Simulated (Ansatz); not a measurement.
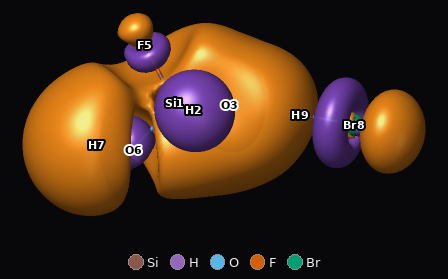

Figure 1: FH3O2Si···HBr. One frontier orbital at ±0.05 Å⁻³ᐟ² (orange and purple are the two phases), seen from one side.

Method: RKS PBE/def2-SVP in Ansatz 0.2.0.

```xyz
9

Si   -0.5103   -0.2646    0.0808
H    -1.0422    0.1965    1.3865
O     1.0179    0.3948   -0.0640
H     1.6095   -0.0232   -0.7171
F    -1.4992    0.2932   -1.0924
O    -0.3442   -1.9051   -0.1106
H    -1.1298   -2.3971   -0.4069
Br    2.5966    2.2385    2.1834
H     1.8872    1.4502    1.1813
```

Which orbital is it: HOMO or LUMO?

Answer. The LUMO, at −0.43 eV. It lies mainly on H4 (about 20 %), Si1 (about 20 %), H7 (about 15 %), O3 (about 15 %), O6 (about 10 %) and Br8 (about 10 %).
